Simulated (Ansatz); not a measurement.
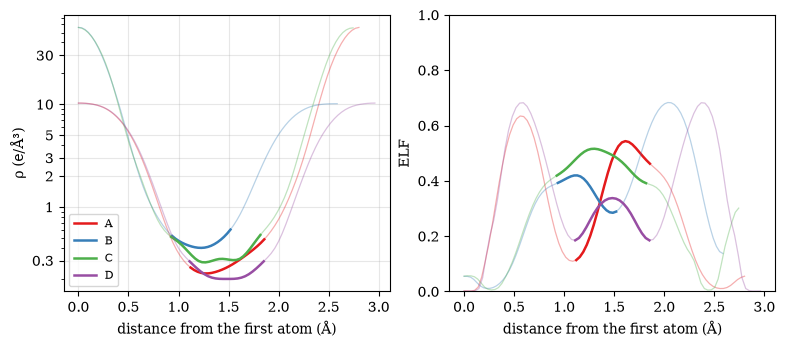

*Ti₂Ge₅Ru. Valence electron density and electron localisation function along straight lines between neighbouring atoms. Thin, pale parts lie inside the atomic spheres.*

Space group P4/mbm; a generated structure, not necessarily the stable one; computed without spin polarisation.

Level of theory: Ansatz, DFT PBE, scalar-relativistic, plane waves, PAW.

In a PAW calculation such maps are meaningful between the atoms, not at the nuclei.

**Which curve belongs to which contact (Ge–Ge, Ge–Ru, Ti–Ge and Ti–Ti)? The first atom named is at distance zero.**

Curve A: Ti–Ge (2.80 Å): ρ at the midpoint is about 0.24 e/Å³; the ELF is about 0.40 at the midpoint. Curve B: Ge–Ru (2.58 Å): ρ is about 0.41 e/Å³ halfway; the ELF is about 0.35 at the midpoint. Curve C: Ge–Ge (2.74 Å): ρ at the midpoint is about 0.31 e/Å³; the ELF reaches about 0.50 near the midpoint. Curve D: Ti–Ti (2.96 Å): the density is about 0.2 e/Å³ at the midpoint; the ELF is about 0.35 at the midpoint.
